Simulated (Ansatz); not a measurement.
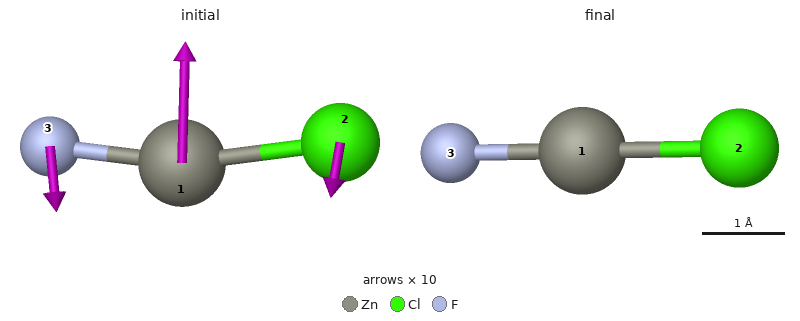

The structure of ZnClF before (left) and after (right) a relaxation, at one scale. The purple arrows give the displacements, 10 times their true length.

Style: ball-and-stick. Shown at a tilt.

It is one of the separated reactants of a reaction.

Method: RKS PBE0-D4/def2-TZVP in Ansatz 0.2.0. (force threshold 0.005 eV/Å; at most 200 steps)

Describe what moved and what it gained.

Answer. Over 4 geometry steps the energy falls by 1.25 kcal/mol. Largest force component: 0.4 eV/Å at the start, 0.0007 eV/Å at the end. The atom that moves furthest after the best rigid fit is Zn1 (0.15 Å). By element the largest moves are Zn 0.15 Å, F 0.08 Å, Cl 0.07 Å. Among the contacts that change: Zn1–Cl2 2.102 → 2.073 Å, Zn1–F3 1.759 → 1.739 Å. Bond angles that change, for instance: Cl2–Zn1–F3 166.5° → 180.0°.
